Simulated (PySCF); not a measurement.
## What a change does: NMR shielding calculation on CH8B2OSi

System: CH8B2OSi, SMILES BOBC[SiH3].
Method of run A: GIAO PBE0/pcSseg-2 NMR shielding, non-relativistic, gas phase (PySCF 2.14.0).

The geometry comes from this level: PBE0-D3(BJ)/def2-SVP. Text and figures count atoms from 1; the logs count them from 0 in places.

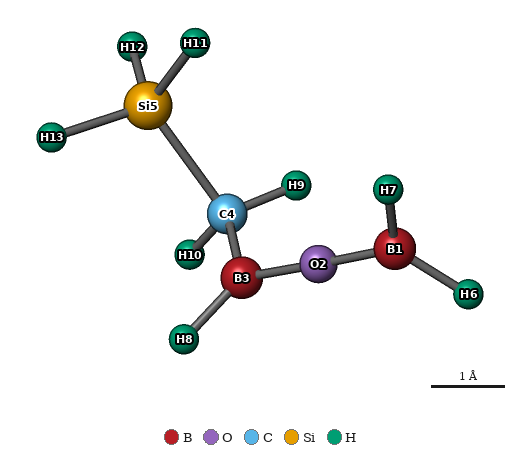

Figure 1. The structure as given in the input (ball-and-stick view, seen at a tilt; atoms are numbered from 1 in the order of the input).

Input file, run A:
```
{"job": {"kind": "nmr", "xc": "PBE0", "basis": "pcSseg-2", "pop": false}, "charge": 0, "multiplicity": 1}
B      2.474595     1.137933     0.647321
O      1.465434     0.269966     0.613450
B      0.434017    -0.589122     0.560309
C     -0.631521    -0.486410    -0.572721
Si    -2.092533     0.580608    -0.021772
H      3.508777     0.849385     0.087092
H      2.322332     2.185865     1.234707
H      0.355804    -1.407570     1.451720
H     -0.225328    -0.026644    -1.488928
H     -1.049296    -1.476848    -0.816303
H     -1.635933     1.972560     0.276420
H     -3.124901     0.638514    -1.101478
H     -2.724161     0.016134     1.209754
```

The first line tells a small driver script what to run in PySCF; the rest is the geometry in Å.

Launched with:
```bash
OMP_NUM_THREADS=1 python <driver script> task.json out
```

Hardware: 1 CPU thread, shared host.

Output (run A):
```
coarse grid: 10928 points
cycle   1  E = -457.0608144914  dE =  1.954e-01  |g| = 6.581e-01  |ddm| = 2.401e+00
cycle   2  E = -456.9137709184  dE =  1.470e-01  |g| = 1.092e+00  |ddm| = 7.941e-01
cycle   3  E = -457.1405360018  dE = -2.268e-01  |g| = 1.161e-01  |ddm| = 5.175e-01
cycle   4  E = -457.1428100744  dE = -2.274e-03  |g| = 4.566e-02  |ddm| = 7.722e-02
cycle   5  E = -457.1433184641  dE = -5.084e-04  |g| = 7.399e-03  |ddm| = 3.231e-02
cycle   6  E = -457.1433324410  dE = -1.398e-05  |g| = 1.755e-03  |ddm| = 8.104e-03
cycle   7  E = -457.1433332034  dE = -7.625e-07  |g| = 3.436e-04  |ddm| = 2.054e-03
final grid: 99736 points
cycle   8  E = -457.1505601333  dE = -8.722e-05  |g| = 6.612e-03  |ddm| = 5.499e-02
cycle   9  E = -457.1505510975  dE =  9.036e-06  |g| = 9.596e-03  |ddm| = 9.040e-03
cycle  10  E = -457.1505694922  dE = -1.839e-05  |g| = 1.034e-03  |ddm| = 4.716e-03
cycle  11  E = -457.1505696991  dE = -2.069e-07  |g| = 3.640e-04  |ddm| = 9.875e-04
cycle  12  E = -457.1505697249  dE = -2.581e-08  |g| = 8.063e-05  |ddm| = 2.591e-04
cycle  13  E = -457.1505697267  dE = -1.780e-09  |g| = 1.400e-05  |ddm| = 9.961e-05
cycle  14  E = -457.1505697267  dE = -4.184e-11  |g| = 2.788e-06  |ddm| = 1.382e-05
converged SCF energy = -457.1505697267

GIAO shielding tensors (ppm)
atom      isotropic    diamagn.    paramagn.     s11        s22        s33       span
  0 B       55.651     194.777    -139.127      9.208     53.454    104.290     95.083
  1 O       -1.167     407.729    -408.896   -140.161     30.096    106.564    246.724
  2 B       53.713     196.359    -142.646     -2.867     63.949    100.058    102.926
  3 C      175.824     248.838     -73.013    159.173    170.232    198.067     38.894
  4 Si     416.931     877.776    -460.845    389.951    405.624    455.219     65.268
  5 H       25.789      28.739      -2.950     25.148     25.701     26.518      1.370
  6 H       25.792      29.685      -3.892     25.066     25.520     26.792      1.726
  7 H       25.718      28.953      -3.235     23.957     24.458     28.739      4.782
  8 H       30.680      32.101      -1.421     27.339     28.401     36.299      8.959
  9 H       30.337      30.149       0.188     26.975     27.851     36.185      9.210
 10 H       27.370      29.463      -2.093     24.084     25.984     32.041      7.957
 11 H       27.191      27.968      -0.778     24.409     25.032     32.131      7.722
 12 H       27.185      28.423      -1.238     24.399     25.320     31.836      7.438
```

The input of run B differs as follows (lines with − go, lines with + come):
```diff
-"xc": "PBE0"
+"xc": "CAM-B3LYP"
```

What does this change do to the results?

The total energies belong to different methods, so their difference says nothing on which is more stable or more accurate. The HOMO goes from −8.46 to −9.86 eV. The LUMO goes from −0.72 to 0.29 eV. The dipole moment goes from 0.87 to 0.84 D. Of all shieldings, the largest change is that of Si5, by −10.2 ppm. The functional changes from PBE0 to CAM-B3LYP. The SCF takes 12 iterations against 14.

Output (run B):
```
coarse grid: 10928 points
cycle   1  E = -457.3146180432  dE =  2.657e-01  |g| = 6.849e-01  |ddm| = 2.354e+00
cycle   2  E = -457.2499321090  dE =  6.469e-02  |g| = 9.406e-01  |ddm| = 6.664e-01
cycle   3  E = -457.4021543522  dE = -1.522e-01  |g| = 7.531e-02  |ddm| = 3.865e-01
cycle   4  E = -457.4030959591  dE = -9.416e-04  |g| = 3.812e-02  |ddm| = 6.278e-02
cycle   5  E = -457.4034295852  dE = -3.336e-04  |g| = 4.818e-03  |ddm| = 2.630e-02
cycle   6  E = -457.4034355064  dE = -5.921e-06  |g| = 1.309e-03  |ddm| = 5.180e-03
final grid: 99736 points
cycle   7  E = -457.4127180375  dE = -6.122e-05  |g| = 3.413e-03  |ddm| = 3.920e-02
cycle   8  E = -457.4127183838  dE = -3.463e-07  |g| = 2.992e-03  |ddm| = 4.115e-03
cycle   9  E = -457.4127204861  dE = -2.102e-06  |g| = 2.923e-04  |ddm| = 1.833e-03
cycle  10  E = -457.4127205023  dE = -1.622e-08  |g| = 1.348e-04  |ddm| = 2.623e-04
cycle  11  E = -457.4127205050  dE = -2.663e-09  |g| = 5.327e-05  |ddm| = 7.589e-05
cycle  12  E = -457.4127205055  dE = -4.729e-10  |g| = 6.897e-06  |ddm| = 2.384e-05
converged SCF energy = -457.4127205055

GIAO shielding tensors (ppm)
atom      isotropic    diamagn.    paramagn.     s11        s22        s33       span
  0 B       52.999     192.123    -139.124      3.729     51.197    104.070    100.340
  1 O        1.035     405.271    -404.236   -141.934     33.512    111.528    253.461
  2 B       50.476     193.347    -142.872     -9.323     61.288     99.463    108.786
  3 C      173.781     246.572     -72.790    157.054    167.873    196.416     39.362
  4 Si     406.724     876.788    -470.064    379.108    394.709    446.355     67.247
  5 H       25.937      28.852      -2.916     25.248     25.851     26.711      1.462
  6 H       25.941      29.581      -3.640     25.173     25.656     26.994      1.821
  7 H       25.874      29.214      -3.340     24.148     24.620     28.854      4.706
  8 H       30.868      31.949      -1.081     27.678     28.634     36.292      8.614
  9 H       30.512      30.403       0.109     27.330     28.067     36.140      8.810
 10 H       27.508      29.070      -1.562     24.261     26.145     32.118      7.857
 11 H       27.351      27.912      -0.561     24.586     25.218     32.248      7.661
 12 H       27.325      28.259      -0.934     24.559     25.488     31.929      7.370
```

The two runs side by side:

```csv
quantity,run A,run B
outcome,converged,converged
total energy (hartree),−457.150570,−457.412721
HOMO (eV),−8.46,−9.86
LUMO (eV),−0.72,0.29
dipole moment (D),0.87,0.84
shielding of B1 (ppm),55.7,53.0
shielding of O2 (ppm),−1.2,1.0
shielding of B3 (ppm),53.7,50.5
shielding of C4 (ppm),175.8,173.8
shielding of Si5 (ppm),416.9,406.7
shielding of H9 (ppm),30.7,30.9
shielding of H10 (ppm),30.3,30.5
SCF iterations,14,12
basis functions,299,299
wall time (shared host),28 s,38 s
```
